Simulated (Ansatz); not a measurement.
# Profile along the Be–Be line in Be (hcp, Mg type)

Be (hcp, Mg type)

```
CELL_PARAMETERS angstrom
      2.25712     0.00000     0.00000
     -1.12856     1.95472     0.00000
      0.00000     0.00000     3.55289
ATOMIC_POSITIONS crystal
  Be 0.33333 0.66667 0.75000
  Be 0.66667 0.33333 0.25000
```

Fields along a shortest Be–Be line of a (-1 1 0 2) plane (2.26 Å), from Be to Be, interpolated on the slice's grid (step about 0.2 Å). All values below come from PBEsol (plane waves to 420 eV, PAW, scalar-relativistic; Ansatz, an electronic-structure program). k mesh 23×23×13. Near the nuclei the fields are pseudised (PAW); where an atom keeps semicore shells as valence, they peak there. Be was relaxed with its symmetry unable to fall.

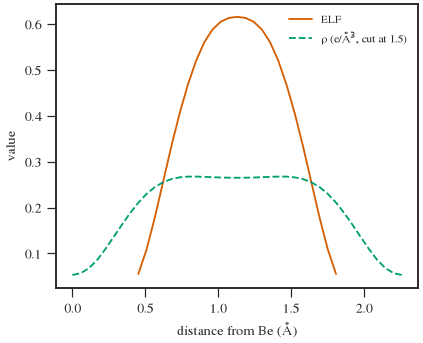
ELF (away from the nuclei) and valence density from Be to Be.

Density on the Be–Be line (2.26 Å) at its midpoint: 0.26 e/Å³. ELF at that point: 0.62. ELF maximum in the middle third of the Be–Be line: 0.62, 1.1 Å from Be.
